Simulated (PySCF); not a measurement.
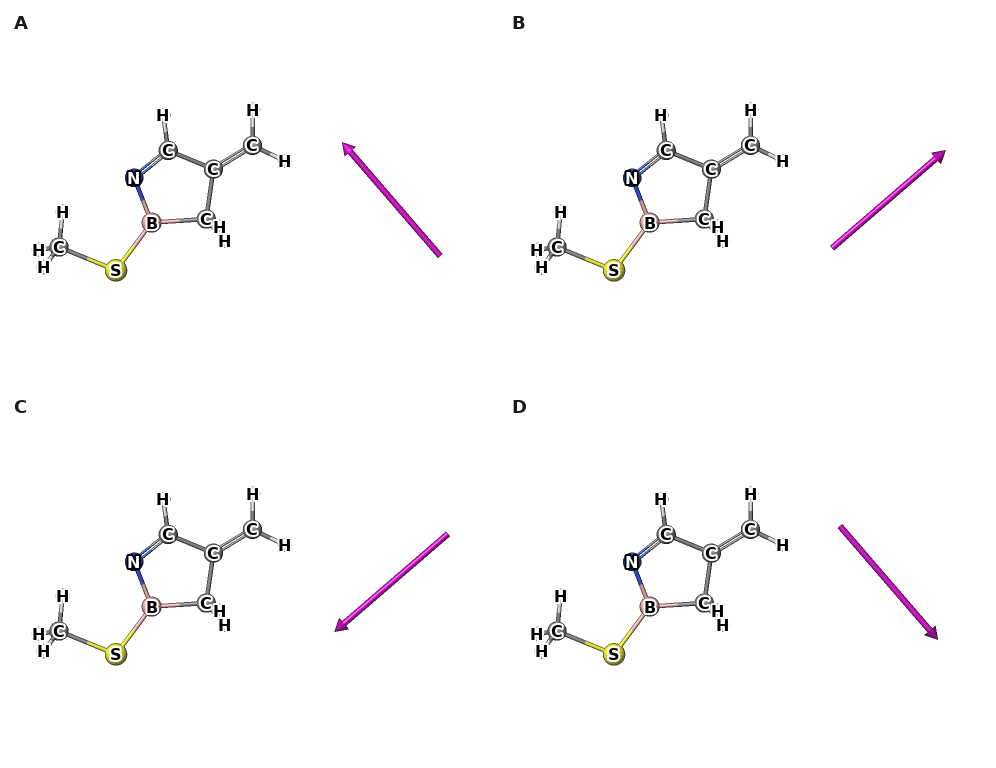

The same molecule four times, each with an arrow. The geometry was computed by an optimisation with GFN2-xTB. No frequency run is at hand to confirm it as a minimum. Properties computed with PBE0/pcSseg-1, gas phase (PySCF 2.14.0).

### Which arrow points along the dipole moment, from the negative to the positive end?

B. The dipole moment is 1.77 D.

The geometry is semi-empirical. Around B such bond lengths and angles can be off by a tenth of an ångström or more and by several degrees, and values that hang on the shape move with them.
